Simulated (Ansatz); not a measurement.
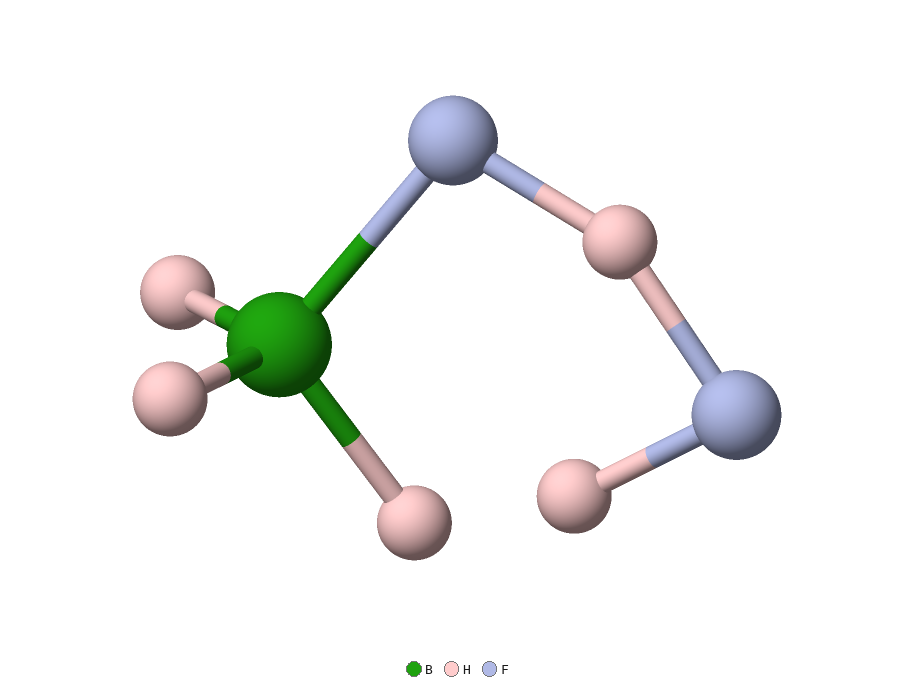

Sticks follow a distance rule. Harmonic vibrations computed with RKS PBE0-D4/def2-TZVP (Ansatz 0.2.0) at a stationary point of the same level.

> Is this a minimum or a saddle point?

A first-order saddle point: one imaginary frequency, 1099i cm⁻¹.

> How many vibrational modes are there, and where do they lie?

18 modes: 1099i, 115, 492, 637, 781, 923, 935, 1030, 1121, 1149, 1177, 1276, 1639, 1765, 2060, 2166, 2591, 2682 cm⁻¹.
